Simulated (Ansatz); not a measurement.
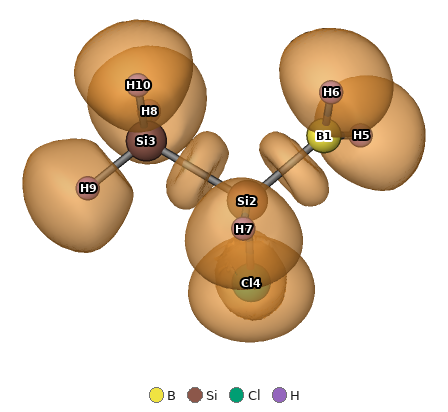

The picture shows: BClH₆Si₂ (SMILES B[SiH]([SiH3])Cl). Isosurface of the electron localisation function at 0.8 (orange), seen across its widest extent. Core shells and regions of very low density are left out.

Geometry: PBE0-D4/def2-TZVP.

All numbers below come from Ansatz, RKS PBE0-D4/def2-TZVPP.

The calculation's input:

```
crystal:
  periodic: [false, false, false]
  atoms:
    - {symbol: B, position_ang: [-1.141282, 1.447066, -0.624407]}
    - {symbol: Si, position_ang: [0.017941, -0.143611, -0.915971]}
    - {symbol: Si, position_ang: [0.855791, -0.799980, 1.182101]}
    - {symbol: Cl, position_ang: [-0.973122, -1.772140, -1.729525]}
    - {symbol: H, position_ang: [-2.333267, 1.394210, -0.644476]}
    - {symbol: H, position_ang: [-0.618493, 2.485169, -0.340003]}
    - {symbol: H, position_ang: [1.171312, 0.157645, -1.807666]}
    - {symbol: H, position_ang: [-0.268972, -1.091098, 2.109162]}
    - {symbol: H, position_ang: [1.686293, -2.021606, 1.019191]}
    - {symbol: H, position_ang: [1.686898, 0.293145, 1.754492]}
basis:
  gaussian: {orbitals: def2-TZVPP}
hamiltonian: {xc: pbe0, dispersion: d4}
output: {orbitals: {seedname: orbitals}}
```

Launched as:

```sh
ansatz run in.yaml --threads 2 --pin off --events-out ev --progress --plain --max-ram 4352MiB
```

Where are the electrons localised?

Answer. At this value the surface marks out one region between bonded B–Si atoms (shared pairs), one region between bonded Si–Si atoms (shared pairs), six regions around hydrogen nuclei and one region on Cl in which the atom's valence shell and bonds are merged. Profiles from the grid: Si–B (1.99 Å): the ELF peaks at about 1 between the atoms: localised, covalent bonding. Si–Cl (2.07 Å): the ELF peaks at about 0.85 between the atoms: a shared but strongly polarised pair.
